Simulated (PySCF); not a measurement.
**BHSF2 (SMILES FB(F)S): a chain of runs**

Aim: a structure relaxation (B3LYP-D3(op)/STO-3G), then the energy (CCSD(T)/def2-SVP), then attachment energies (EOM-CCSD/pob-TZVP) of BHSF2. 

The results are computed with PySCF 2.14.0.

1 further run of the same task is left out (for a faulty analytic Hessian).

### Step 1. The system as given

The species is BHSF2 (5 atoms), meant as a singlet with charge 0. SMILES: `FB(F)S`. The shape comes from a force field and isn't a relaxed structure. The run starts from this shape.

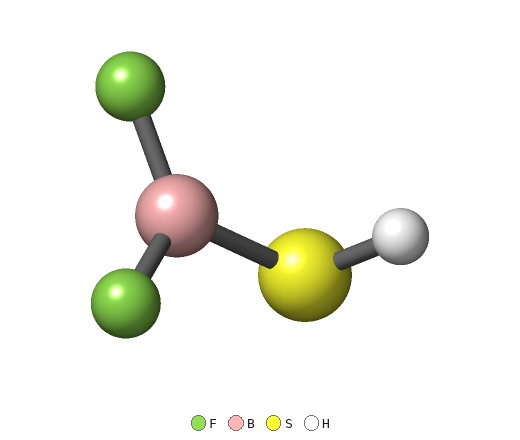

The structure, seen from a chosen angle (fluorine green, boron pink, sulfur yellow, hydrogen white).

### Step 2. A structure relaxation at B3LYP-D3(op)/STO-3G (density fitting with def2-universal-jkfit) (run 1)

run.py reads:

```python
from pyscf import gto, dft
from pyscf.geomopt.geometric_solver import kernel as optimise

system = gto.Mole()
system.atom = '''
F    0.935000  -1.554200   0.127000
B   -0.124500  -0.485900   0.248800
F   -0.909800  -0.367900   1.460900
S   -0.369000   0.720800  -1.172500
H    0.518100   1.613500  -0.705600
'''
system.max_memory = 1860
system.basis = 'sto-3g'
system.verbose = 3
system.cart = True
system.build()

mf = dft.RKS(system)
mf.xc = 'b3lyp'
mf = mf.density_fit(auxbasis='def2-universal-jkfit')
mf.disp = 'd3op'
converged, mol_eq = optimise(mf, maxsteps=100)
print('converged:', converged)
print(mol_eq.tostring())

mf.reset(mol_eq)
system = mol_eq
mf.kernel()
e_final = mf.e_tot
print('E = %.10f Eh' % e_final)
```

On the command line:

```
OMP_NUM_THREADS=1 python run.py
```

Output:

```text
maxiter                   100
[... 55 lines left out ...]
Step    0 : Gradient = 7.773e-02/1.201e-01 (rms/max) Energy = -615.7894916135
[... 94 lines left out ...]
converged SCF energy = -615.828705908
[... 108 lines left out ...]
converged SCF energy = -615.834105882989
[... 104 lines left out ...]
converged SCF energy = -615.84527599371
[... 105 lines left out ...]
converged SCF energy = -615.845298581252
[... 95 lines left out ...]
Converged! =D
[... 1 line left out ...]
converged: True
F           0.47667960       -1.80345387        0.05506914
B           0.00104030       -0.56401017        0.15932344
F          -0.71041532       -0.25253819        1.24415119
S           0.32178523        0.64979538       -1.14558347
H          -0.36272199        1.64783588       -0.52375099
converged SCF energy = -615.845308201914
E = -615.8453082019 Eh
```

Wall time 2.6 min (1 thread of Intel Xeon at 2.50GHz (Skylake/Cascade Lake), shared host); peak memory 0.34 GiB.

Step by step:

| step | energy from the first frame kept (eV) | largest force (eV/Å) |
| --- | --- | --- |
| 0 | 0.0000 | 6.1757 |
| 1 | -0.9826 | 2.1883 |
| 2 | -0.9251 | 2.5386 |
| 3 | -1.0590 | 0.4691 |
| 4 | -1.0585 | 0.4555 |
| 5 | -1.0671 | 0.0692 |
| 6 | -1.0711 | 0.0879 |
| 7 | -1.0800 | 0.1270 |
| 8 | -1.0999 | 0.2228 |
| 9 | -1.1413 | 0.2689 |
| 10 | -1.2140 | 0.4623 |
| 11 | -1.3245 | 0.5994 |
| 12 | -1.4763 | 0.4358 |
| 13 | -1.5051 | 0.3433 |
| 14 | -1.5178 | 0.0698 |
| 15 | -1.5180 | 0.0439 |
| 16 | -1.5182 | 0.0205 |
| 17 | -1.5182 | 0.0288 |
| 18 | -1.5183 | 0.0685 |
| 19 | -1.5184 | 0.0789 |
| 20 | -1.5186 | 0.0576 |
| 21 | -1.5187 | 0.0305 |
| 22 | -1.5188 | 0.0089 |
| 23 | -1.5188 | 0.0100 |
| 24 | -1.5188 | 0.0099 |

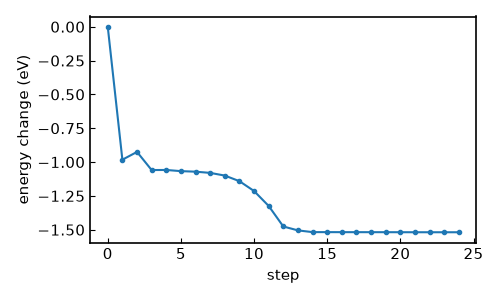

Energy along the run.

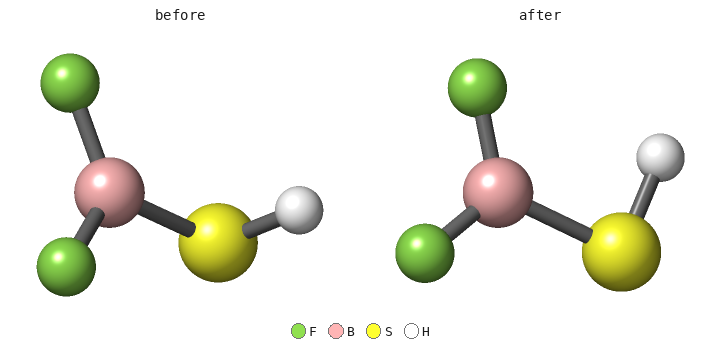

Before and after, at one scale.

After the run. Bond lengths: F1–B2 1.332 Å, B2–F3 1.334 Å, B2–S4 1.811 Å, S4–H5 1.361 Å. Angles: F1–B2–F3 118.1°, F1–B2–S4 120.3°, F3–B2–S4 121.6°, B2–S4–H5 94.2°.

### Step 3. The energy at CCSD(T)/def2-SVP (run 3)

run.py reads:

```python
from pyscf import gto, cc

molecule = gto.Mole()
molecule.atom = [
    ('F', (0.476680, -1.803454, 0.055069)),
    ('B', (0.001040, -0.564010, 0.159323)),
    ('F', (-0.710415, -0.252538, 1.244151)),
    ('S', (0.321785, 0.649795, -1.145583)),
    ('H', (-0.362722, 1.647836, -0.523751)),
]
molecule.verbose = 4
molecule.max_memory = 1860
molecule.basis = 'def2-svp'
molecule.charge = 0
molecule.build()

hf = molecule.RHF()
hf.kernel()

mycc = cc.CCSD(hf, frozen=8)
mycc.kernel()
e_t = mycc.ccsd_t()
e_tot = mycc.e_tot + e_t
print('E(%s) = %.9f' % ('CCSD(T)', e_tot))
dip = hf.dip_moment()
pop, q = hf.mulliken_pop()
```

On the command line:

```
OMP_NUM_THREADS=1 python run.py
```

Output:

```text
PySCF version 2.14.0

[... 59 lines left out ...]
converged SCF energy = -621.52680124365
[... 12 lines left out ...]
Init t2, MP2 energy = -622.106207613367  E_corr(MP2) -0.579406369717116
[... 12 lines left out ...]
CCSD converged
[... 3 lines left out ...]
Dipole moment(X, Y, Z, Debye): -0.36584,  1.38206, -0.17872
[... 71 lines left out ...]
charge of    4H =      0.09207
```

Run time: 24 s. Hardware: 1 thread of Intel Xeon at 2.50GHz (Skylake/Cascade Lake), shared host; peak memory 0.23 GiB.

### Step 4. Attachment energies at EOM-CCSD/pob-TZVP (root kind ea) (run 4)

calc.py reads:

```python
# FB(F)S
import numpy
from pyscf import gto, cc

molecule = gto.M(
    atom='''
F      0.476680    -1.803454     0.055069
B      0.001040    -0.564010     0.159323
F     -0.710415    -0.252538     1.244151
S      0.321785     0.649795    -1.145583
H     -0.362722     1.647836    -0.523751
''',
    charge=0,
    max_memory=1860,
    verbose=4,
    basis='pob-tzvp',
)

myscf = molecule.RHF()
myscf.kernel()

mycc = cc.CCSD(myscf, frozen=8)
mycc.kernel()
etot = mycc.e_tot
print(f'total energy: {etot:.8f} hartree')

e, vec = mycc.eaccsd(nroots=4)
roots = numpy.atleast_1d(e) * 27.211386
print('EOM-EA-CCSD roots (eV)')
for i, w in enumerate(roots, 1):
    print('%3d %10.4f' % (i, w))
```

On the command line:

```
OMP_NUM_THREADS=1 python calc.py
```

Output:

```text
PySCF version 2.14.0

[... 59 lines left out ...]
converged SCF energy = -621.771136650779
[... 12 lines left out ...]
Init t2, MP2 energy = -622.317243844114  E_corr(MP2) -0.546107193334188
[... 12 lines left out ...]
CCSD converged
[... 1 line left out ...]
total energy: -622.33211585 hartree
[... 1 line left out ...]
******** <class 'pyscf.cc.eom_rccsd.EOMEA'> ********
max_space = 20
max_cycle = 50
conv_tol = 1e-07
partition = None
EOM-CCSD root 0 E = 0.1356334532801235  qpwt = 0.974565  conv = True
EOM-CCSD root 1 E = 0.1463473345831118  qpwt = 0.961892  conv = True
EOM-CCSD root 2 E = 0.2271742748496866  qpwt = 0.968585  conv = True
EOM-CCSD root 3 E = 0.3026500437781461  qpwt = 0.978868  conv = True
EOM-EA-CCSD roots (eV)
  1     3.6908
  2     3.9823
  3     6.1817
  4     8.2355
```

It took 56 s on 1 thread of Intel Xeon at 2.50GHz (Skylake/Cascade Lake), shared host; peak memory 0.6 GiB.

### Step 5. What came out

```
                                                             quantity          value
                  run 1, B3LYP-D3(op)/STO-3G: total energy at the end  -615.84531 Eh
                            run 1, B3LYP-D3(op)/STO-3G: dipole moment         0.73 D
                              run 1, B3LYP-D3(op)/STO-3G: HOMO energy       -4.13 eV
                              run 1, B3LYP-D3(op)/STO-3G: LUMO energy        4.08 eV
                            run 1, B3LYP-D3(op)/STO-3G: HOMO–LUMO gap        8.22 eV
                        run 1, B3LYP-D3(op)/STO-3G: dispersion energy   -4.71 kJ/mol
                                run 3, CCSD(T)/def2-SVP: total energy  -622.14160 Eh
        run 3, CCSD(T)/def2-SVP: dipole moment (Hartree–Fock density)         1.44 D
         run 3, CCSD(T)/def2-SVP: HOMO energy (Hartree–Fock orbitals)      -11.29 eV
         run 3, CCSD(T)/def2-SVP: LUMO energy (Hartree–Fock orbitals)        4.01 eV
       run 3, CCSD(T)/def2-SVP: HOMO–LUMO gap (Hartree–Fock orbitals)       15.30 eV
 run 3, CCSD(T)/def2-SVP: correlation energy (8 core orbitals frozen)     -614.8 mEh
                              run 3, CCSD(T)/def2-SVP: (T) correction     -12.67 mEh
                               run 3, CCSD(T)/def2-SVP: T1 diagnostic          0.013
          run 4, EOM-CCSD/pob-TZVP: ground-state or mean-field energy  -622.33212 Eh
       run 4, EOM-CCSD/pob-TZVP: dipole moment (Hartree–Fock density)         1.38 D
        run 4, EOM-CCSD/pob-TZVP: HOMO energy (Hartree–Fock orbitals)      -11.03 eV
        run 4, EOM-CCSD/pob-TZVP: LUMO energy (Hartree–Fock orbitals)        4.56 eV
      run 4, EOM-CCSD/pob-TZVP: HOMO–LUMO gap (Hartree–Fock orbitals)       15.59 eV
run 4, EOM-CCSD/pob-TZVP: correlation energy (8 core orbitals frozen)     -561.0 mEh
                              run 4, EOM-CCSD/pob-TZVP: T1 diagnostic          0.015
    run 4, EOM-CCSD/pob-TZVP: lowest attachment energy, E(N+1) − E(N)        3.69 eV
```

In words: The optimisation (run 1, B3LYP-D3(op)/STO-3G) took 24 steps and changed the energy by -1.519 eV. The triples (run 3, CCSD(T)/def2-SVP) make up 2.1 % of the correlation energy. A positive attachment energy means an unbound electron; such a root is set by the basis.
